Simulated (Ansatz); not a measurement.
# Pressure series in MgF2

Start from MgF2 in the rutile structure (space group P4_2/mnm, No. 136).

```cif
data_F4Mg2
_chemical_formula_sum 'Mg2 F4'
_space_group_name_H-M_alt 'P42/mnm'
_space_group_IT_number 136
_space_group_name_Hall '-P 4n 2n'
_cell_length_a 4.63885
_cell_length_b 4.63885
_cell_length_c 3.06236
_cell_angle_alpha 90.000
_cell_angle_beta 90.000
_cell_angle_gamma 90.000
loop_
_atom_site_label
_atom_site_type_symbol
_atom_site_symmetry_multiplicity
_atom_site_Wyckoff_symbol
_atom_site_fract_x
_atom_site_fract_y
_atom_site_fract_z
_atom_site_occupancy
Mg1 Mg 2 a 0.00000 0.00000 0.00000 1
F1 F 4 f 0.30339 0.30339 0.00000 1
```

Cell and atoms are relaxed at each pressure.

Calculations: Ansatz (a program for electronic structure) PBEsol, scalar-relativistic without spin-orbit coupling.

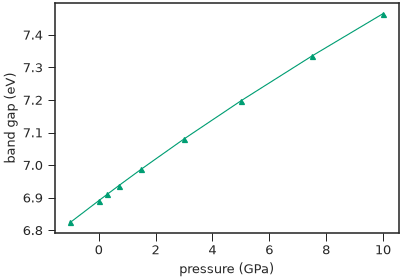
Figure: Band gap against pressure

```json
[
 {"pressure (GPa)": "-1", "band gap": "6.82 eV"},
 {"pressure (GPa)": "0.3", "band gap": "6.91 eV"},
 {"pressure (GPa)": "0.7", "band gap": "6.94 eV"},
 {"pressure (GPa)": "1.5", "band gap": "6.99 eV"},
 {"pressure (GPa)": "3", "band gap": "7.08 eV"},
 {"pressure (GPa)": "5", "band gap": "7.20 eV"},
 {"pressure (GPa)": "7.5", "band gap": "7.34 eV"},
 {"pressure (GPa)": "10", "band gap": "7.47 eV"}
]
```

Load acts through the strain it causes; cell and atoms are relaxed under it. Stability against distortions was not tested. Competing high-pressure phases were not computed. The base started in Pnnm and relaxed to P4_2/mnm at this level.
